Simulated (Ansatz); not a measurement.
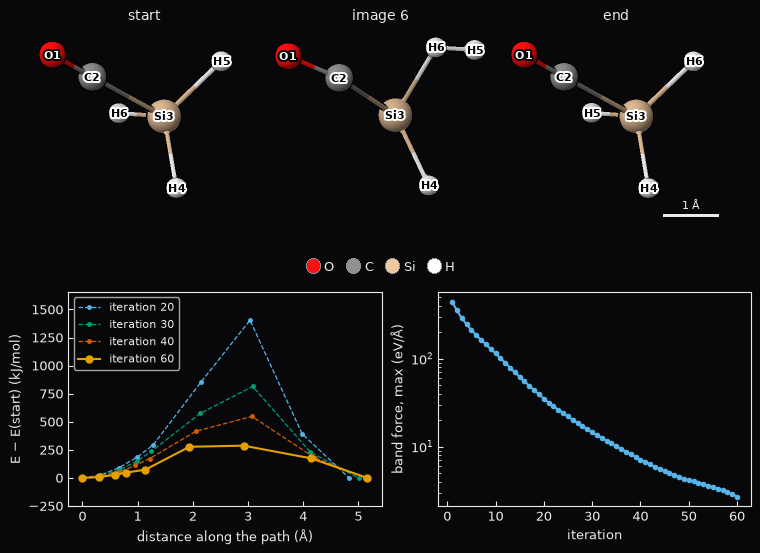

A nudged-elastic-band calculation for CH3OSi (charge +1). Images are numbered from 0 (start) to 8 (end). The plot follows the band through its iterations. Style: ball-and-stick. Shown from a free direction.

Method: RKS B3LYP/def2-SVP in Ansatz.

The input:
```yaml
crystal:
  periodic: [false, false, false]
  atoms:
    - { symbol: O, position_ang: [1.023383, -1.910742, 0.996655] }
    - { symbol: C, position_ang: [0.542668, -1.018222, 0.52892] }
    - { symbol: Si, position_ang: [-0.319176, 0.596176, -0.310861] }
    - { symbol: H, position_ang: [-1.464246, -0.070786, -0.964792] }
    - { symbol: H, position_ang: [0.803745, 1.03076, -1.167577] }
    - { symbol: H, position_ang: [-0.586374, 1.372805, 0.917654] }
total_charge: 1
basis:
  gaussian: { orbitals: def2-SVP }
hamiltonian:
  xc: b3lyp
neb:
  order_check: false
  images: 7
  f_tol: 0.03
  max_iterations: 60
  max_displacement: 0.02
  optimiser: lbfgs
  final_atoms:
    - { symbol: O, position_ang: [1.02220249, -1.91390608, 0.99922801] }
    - { symbol: C, position_ang: [0.54269074, -1.01869345, 0.53475223] }
    - { symbol: Si, position_ang: [-0.31866873, 0.59605995, -0.31106888] }
    - { symbol: H, position_ang: [-1.69527975, 0.07562225, -0.44912161] }
    - { symbol: H, position_ang: [-0.0602499, 1.58226364, 0.7587571] }
    - { symbol: H, position_ang: [0.50930516, 0.67864467, -1.53254785] }
  initial_path:
    images:
      - { positions_ang: [[1.023383, -1.910742, 0.996655], [0.542668, -1.018222, 0.52892], [-0.319176, 0.596176, -0.310861], [-1.464246, -0.070786, -0.964792], [0.803745, 1.03076, -1.167577], [-0.586374, 1.372805, 0.917654]] }
      - { positions_ang: [[0.98951215, -1.82610919, 1.03904919], [0.52578382, -0.94206885, 0.54737626], [-0.30191432, 0.65506842, -0.33298072], [-1.47336686, 0.00212723, -0.93287303], [0.81088501, 1.0127471, -1.21806819], [-0.55089979, 1.0982263, 0.89749549]] }
      - { positions_ang: [[0.9556413, -1.74147637, 1.08144338], [0.50889964, -0.86591571, 0.56583253], [-0.28465265, 0.71396083, -0.35510044], [-1.48248772, 0.07504046, -0.90095405], [0.81802502, 0.99473419, -1.26855939], [-0.51542558, 0.82364759, 0.87733698]] }
      - { positions_ang: [[0.92177044, -1.65684356, 1.12383758], [0.49201546, -0.78976256, 0.58428879], [-0.26739097, 0.77285325, -0.37722017], [-1.49160859, 0.14795369, -0.86903508], [0.82516503, 0.97672129, -1.31905058], [-0.47995137, 0.54906889, 0.85717846]] }
      - { positions_ang: [[0.88789959, -1.57221075, 1.16623177], [0.47513127, -0.71360941, 0.60274505], [-0.2501293, 0.83174567, -0.39933989], [-1.50072945, 0.22086692, -0.83711611], [0.83230504, 0.95870839, -1.36954178], [-0.44447716, 0.27449019, 0.83701995]] }
      - { positions_ang: [[0.92147532, -1.65763458, 1.12448083], [0.49202114, -0.78988042, 0.58574685], [-0.26726416, 0.77282424, -0.37727214], [-1.54936703, 0.18455575, -0.74011748], [0.6091663, 1.1145972, -0.83746706], [-0.20603158, 0.37552881, 0.244628]] }
      - { positions_ang: [[0.95505104, -1.74305841, 1.08272989], [0.50891101, -0.86615143, 0.56874864], [-0.28439901, 0.71390281, -0.35520439], [-1.5980046, 0.14824458, -0.64311886], [0.38602757, 1.27048602, -0.30539234], [0.032414, 0.47656743, -0.34776395]] }
      - { positions_ang: [[0.98862677, -1.82848224, 1.04097895], [0.52580087, -0.94242244, 0.55175044], [-0.30153387, 0.65498138, -0.33313663], [-1.64664218, 0.11193342, -0.54612023], [0.16288883, 1.42637483, 0.22668238], [0.27085958, 0.57760605, -0.9401559]] }
      - { positions_ang: [[1.02220249, -1.91390608, 0.99922801], [0.54269074, -1.01869345, 0.53475223], [-0.31866873, 0.59605995, -0.31106888], [-1.69527975, 0.07562225, -0.44912161], [-0.0602499, 1.58226364, 0.7587571], [0.50930516, 0.67864467, -1.53254785]] }
```

Command:
```bash
ansatz run input.yaml --threads 1 --pin off --max-ram 2048MiB --backend cpu --events-out ev --progress --plain --runs-dir out
```

How did the profile develop, and is the result final?

Answer. The result isn't final. The band hadn't converged when the run stopped after 60 iterations. The largest component of the band force went from 450 to 2.7 eV/Å. The barrier read from it is provisional: over the last two iterations the highest image moved from 305.8 kJ/mol to 287.5 kJ/mol. The step length is far from the usual. The first iteration put the highest image at 10938.9 kJ/mol. The barrier is about 287.5 kJ/mol in both directions, with image 6 at the top; the ends have the same energy.

Cost: 4.9 min on 1 thread of Intel(R) Xeon(R) 6975P-C (Granite Rapids) (shared host), peak memory 0.12 GiB.
